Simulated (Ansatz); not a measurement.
A series of calculations on CH$_{8}$N$_{2}$OSi

### Relaxation

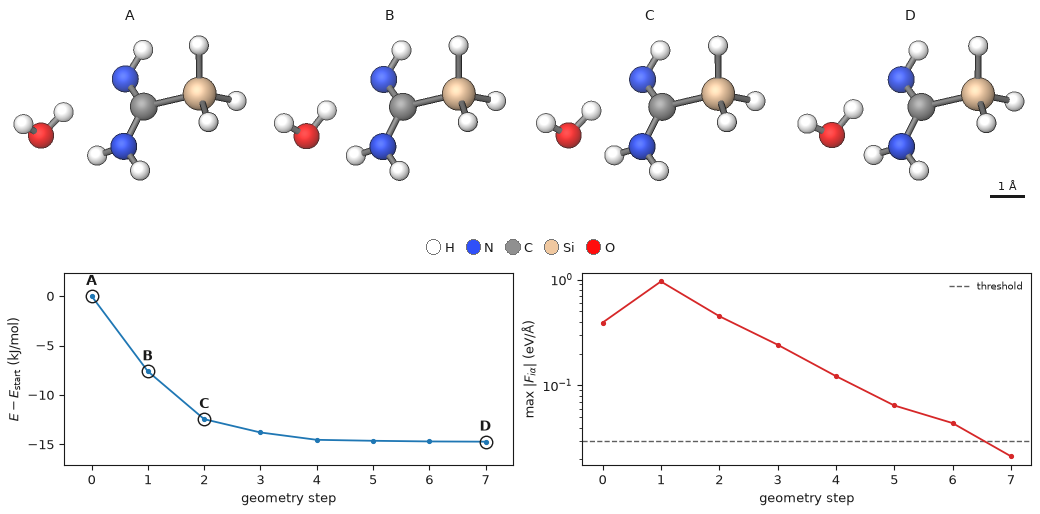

Frames of a relaxation of CH8N2OSi, marked on the history of the run. The picture is a ball-and-stick view, seen at a tilt.

The run prepares an end point of a later path (reaction) calculation, from a guessed geometry.

Method: UKS PBE-D4/6-31G* in Ansatz 0.2.0. (collinear spin; force threshold 0.03 eV/Å; at most 50 steps)

Describe the path.

Answer. Over 7 geometry steps the energy falls by 14.7 kJ/mol. Largest force component: 0.39 eV/Å at the start, 0.021 eV/Å at the end. An H atom moves most after the best rigid fit: 0.39 Å. Largest moves by element: H 0.39 Å, O 0.35 Å, N 0.12 Å, C 0.08 Å, Si 0.07 Å. Near-neighbour distances that change, for instance: H–O 0.980 → 1.007 Å, H–N 1.024 → 1.041 Å, C–N 1.301 → 1.308 Å, C–Si 1.911 → 1.917 Å. From step 0 to 1: the O atom moves most (0.20 Å), energy −7.61 kJ/mol. From step 1 to 2: an H atom moves most (0.19 Å), energy −4.83 kJ/mol. From step 2 to 7: the O atom moves most (0.11 Å), energy −2.27 kJ/mol.

| step | E − E(0), kJ/mol | largest force component, eV/Å |
| --- | --- | --- |
| 0 | 0.00 | 0.3917 |
| 1 | -7.61 | 0.9579 |
| 2 | -12.45 | 0.4508 |
| 3 | -13.79 | 0.2424 |
| 4 | -14.53 | 0.1225 |
| 5 | -14.63 | 0.0647 |
| 6 | -14.70 | 0.0441 |
| 7 | -14.72 | 0.0215 |

Limits of the set-up: the start holds two separate molecules, 2.2 Å apart at their closest, whose relative position is a soft coordinate.

### Relaxation

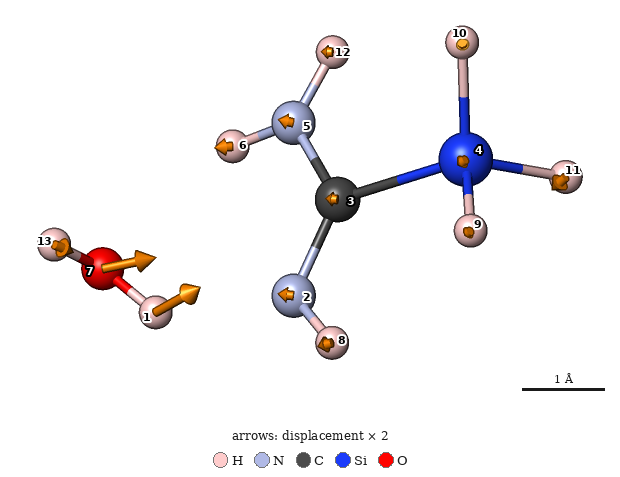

This is a relaxation of CH₈N₂OSi. The starting structure is drawn; orange arrows show the displacements, 2 times their true length. The two geometries are superimposed by the best rigid fit.

Style: ball-and-stick. Shown at a tilt.

The run prepares an end point of a later path (reaction) calculation, from a guessed geometry.

Method: UKS PBE-D4/6-31G* in Ansatz 0.2.0. Settings: collinear spin; force threshold 0.03 eV/Å; at most 50 steps.

Describe the change and its energy.

The atom that moves furthest after the best rigid fit is H1 (0.43 Å). Largest moves by element: H 0.43 Å, O 0.36 Å, N 0.10 Å, C 0.08 Å, Si 0.08 Å. Among the contacts that change: H1–O7 0.980 → 1.008 Å, N5–H6 1.024 → 1.041 Å, N2–C3 1.303 → 1.309 Å. Bond angles that change, for instance: C3–N5–H6 118.1° → 115.8°. After 8 accepted moves (9 points after the start) the energy has fallen by 14.6 kJ/mol. Largest force component: 0.42 eV/Å at the start, 0.017 eV/Å at the end. The line search rejected the trial step at point 7 of the run. Cost: 32 s on 4 threads of Arm Neoverse N1, with other jobs on the host, peak memory 0.19 GiB.

Limits of the set-up: the start holds two separate molecules, 2.3 Å apart at their closest, whose relative position is a soft coordinate.

### Path

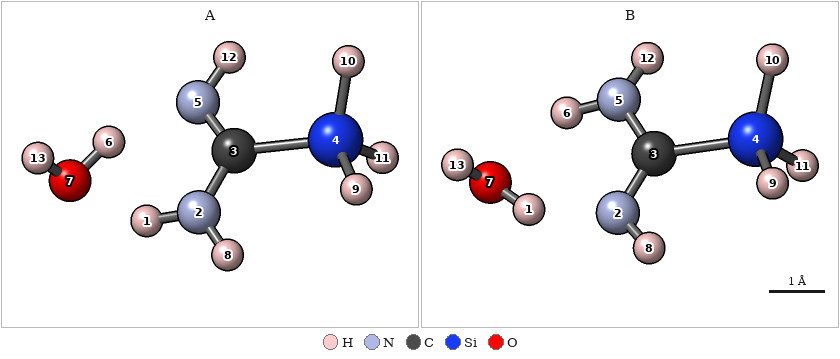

The two relaxed end points of a path for CH₈N₂OSi. The picture is a ball-and-stick view, seen at a tilt.

Method: UKS PBE-D4/6-31G* in Ansatz 0.2.0.

Settings: 7 movable images; climbing image; force threshold 0.05 eV/Å; iteration limit 60.

Start:
```xyz
13

H     0.4075    1.1002    1.3702
N     0.1128    0.1179    1.1921
C    -0.0849   -0.2172   -0.1172
Si   -0.8891   -1.9179   -0.4883
N     0.2809    0.6213   -1.0526
H     0.7502    2.1887   -0.2370
O     0.9774    2.7184    0.5891
H    -0.3189   -0.4233    1.9340
H    -0.8095   -2.8356    0.6982
H    -0.1756   -2.5309   -1.6542
H    -2.3300   -1.7232   -0.8529
H     0.1258    0.2428   -1.9938
H     1.9535    2.6588    0.6125
```

End:
```xyz
13

H     0.5852    1.8750    1.2401
N     0.0312    0.1357    1.2445
C    -0.0885   -0.2473   -0.0011
Si   -0.8884   -1.9133   -0.5108
N     0.3643    0.5727   -0.9952
H     0.6396    1.5323   -0.7005
O     0.9465    2.6845    0.7609
H    -0.2957   -0.5818    1.9009
H    -0.7186   -2.8703    0.6290
H    -0.2547   -2.4745   -1.7515
H    -2.3524   -1.7180   -0.7732
H     0.1226    0.3923   -1.9641
H     1.9088    2.6127    0.9211
```

> Predict the minimum-energy path and its barrier.

The two ends have nearly the same energy, and the highest point, image 4, lies 11.7 kcal/mol above the start. Breaking: H1–N2 (1.04 → 1.23 at the top → 1.83 Å), H6–O7 (1.01 → 1.31 at the top → 1.89 Å). Forming: H1–O7 (1.89 → 1.31 at the top → 1.01 Å), N5–H6 (1.83 → 1.23 at the top → 1.04 Å). The band is converged.

Energies of the converged images:

```csv
image,path (Å),E (kcal/mol)
0,0.00,0.0
1,0.22,0.3
2,0.45,2.2
3,0.67,7.4
4,0.90,11.7
5,1.12,7.4
6,1.35,2.2
7,1.57,0.3
8,1.80,0.0
```

The geometry at the top of the path:

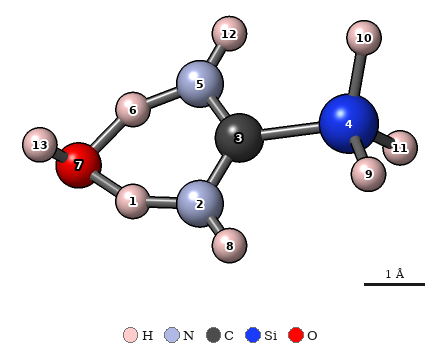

Cost: 2.6 min on 4 threads of Arm Neoverse N1, with other jobs on the host, peak memory 0.18 GiB.
